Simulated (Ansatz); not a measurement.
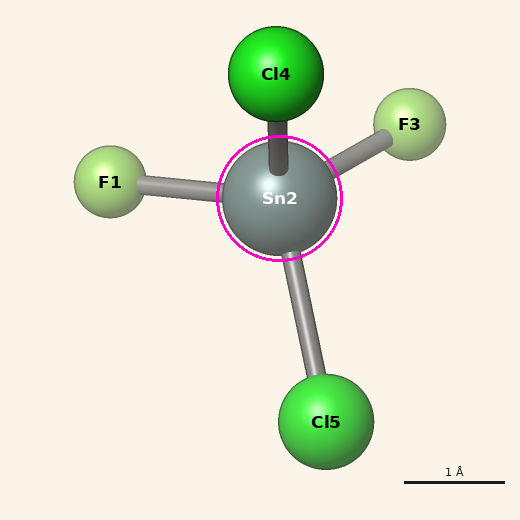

Orthographic view. Atoms fade into the background with distance from the viewer. The geometry was computed by an optimisation with PBE-D4/def2-SVP. No frequency run is at hand to confirm it as a minimum.

> Name the neighbours of the circled atom.

The circled atom is Sn2; it is bonded to F1, F3, Cl4, Cl5.

> Which atom is nearest the viewer?

Cl4, 1.9 Å in front of the mean position.

> Which two atoms are farthest apart in space?

Cl4 and Cl5, 3.89 Å.
